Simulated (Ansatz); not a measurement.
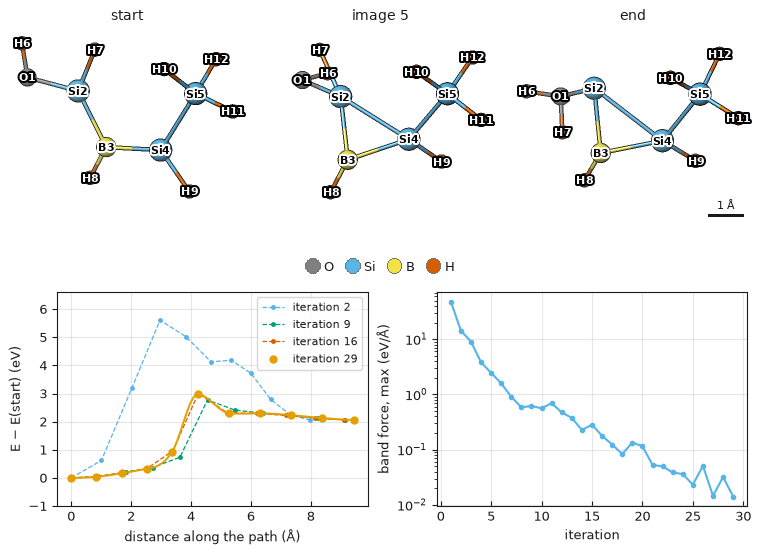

A nudged-elastic-band calculation for BSi3H7O. Images are numbered from 0 (start) to 10 (end). The plot follows the band through its iterations. Style: ball-and-stick. Shown at a tilt.

The calculation used RKS PBE-D4/STO-3G (Ansatz). Set-up: 9 movable images; climbing image; force threshold 0.03 eV/Å; iteration limit 60; starting path through a guess of the saddle point.

Question: Did the band converge, and can the barrier be trusted?

Answer: The result is final at these settings. The band converged in 29 iterations. The largest component of the band force went from 48 to 0.014 eV/Å. The climbing image converged on the top of the path. Its vibrational analysis gives one imaginary mode (992i cm⁻¹), as a transition state must have. The first iteration put the highest image at 19.25 eV. Forward barrier 2.97 eV, backward barrier 0.91 eV, with image 5 at the top; the reaction energy is +2.06 eV.

Limits of the set-up: STO-3G is a minimal basis, so the numbers are rough.
